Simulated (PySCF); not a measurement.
**C₂H₁₁NP₂Si (SMILES CN(C)[SiH](P)P): density, localisation and related maps**

The calculation's input:

```
{"job": {"kind": "uv", "xc": "B3LYP", "basis": "def2-SVPD", "nstates": 8, "ntriplets": 3}, "charge": 0, "multiplicity": 1}
C     -1.324136    -1.371889    -0.050611
N     -0.673882    -0.085344     0.025323
C     -1.603565     1.013184    -0.060334
Si     0.999330     0.107421    -0.329807
P      1.889869     1.933905     0.651769
P      1.971681    -1.749455     0.482009
H     -1.803490    -1.524590    -1.023635
H     -0.587865    -2.159738     0.105540
H     -2.087548    -1.446933     0.727319
H     -2.358770     0.923242     0.724683
H     -1.072604     1.952816     0.071928
H     -2.115195     1.036698    -1.028677
H      1.299869     0.293140    -1.772760
H      1.033770     2.824226     0.036804
H      1.108934     1.868241     1.788741
H      3.251037    -1.240286     0.393916
H      2.065568    -2.362606    -0.752116
```

Launched as:

```sh
OMP_NUM_THREADS=1 python probes_run.py task.json out
```

Geometry: GFN2-xTB.

Level of theory: B3LYP/def2-SVPD, SCF density, gas phase (PySCF 2.14.0).

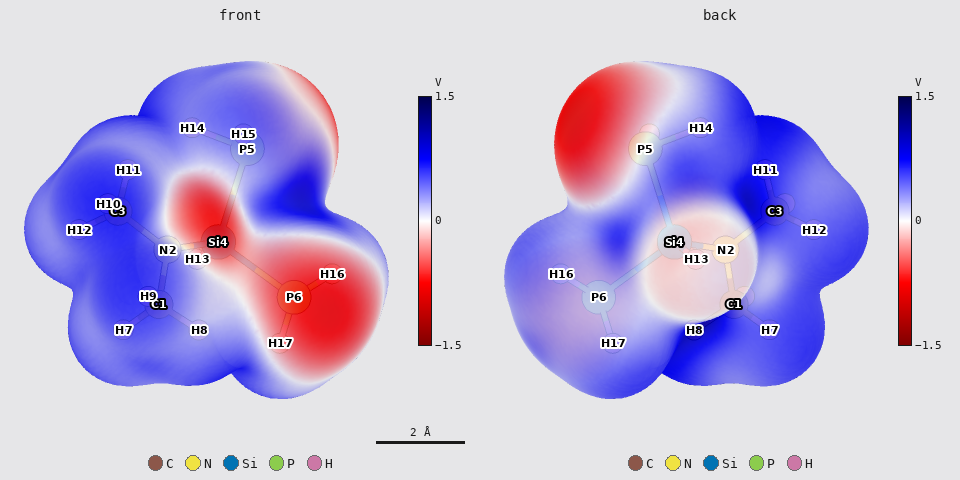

Figure 1. The molecular electrostatic potential painted on the density surface at 0.002 e/bohr³, seen from the front and from behind; the colour scale runs from red (negative) to blue (positive).

Question: Where is the surface potential most negative and most positive?

Answer: The most negative region (about −0.8 V) lies over P5 and P6, the most positive (about +1.0 V) over Si4.

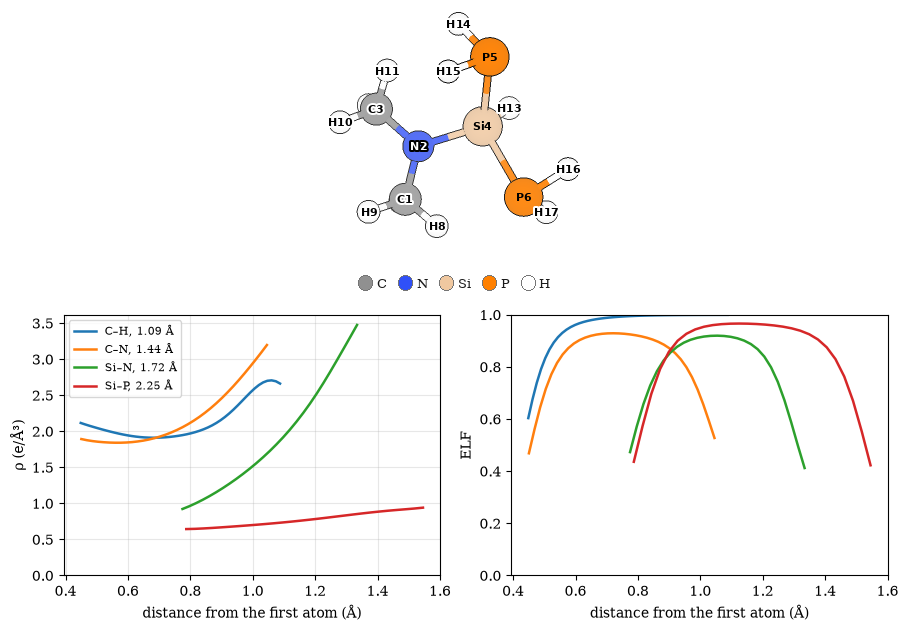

Figure 2. Electron density and electron localisation function along straight lines between neighbouring atoms. The curves leave out the atomic cores. The structure is drawn too.

Question: Compare the contacts.

Answer: C–H (1.09 Å): ρ is about 2 e/Å³ halfway; the ELF climbs to about 1 towards the hydrogen, as it does in any bond to H (a covalent bond by its length).
C–N (1.44 Å): ρ at the midpoint is about 2 e/Å³; the ELF peaks at about 0.95 between the atoms; localised, covalent bonding.
Si–N (1.72 Å): the density is about 1.1 e/Å³ at the midpoint; the ELF peaks at about 0.90 between the atoms (a shared but strongly polarised pair).
Si–P (2.25 Å): the density is about 0.75 e/Å³ at the midpoint; the ELF peaks at about 0.95 between the atoms; a shared electron pair.
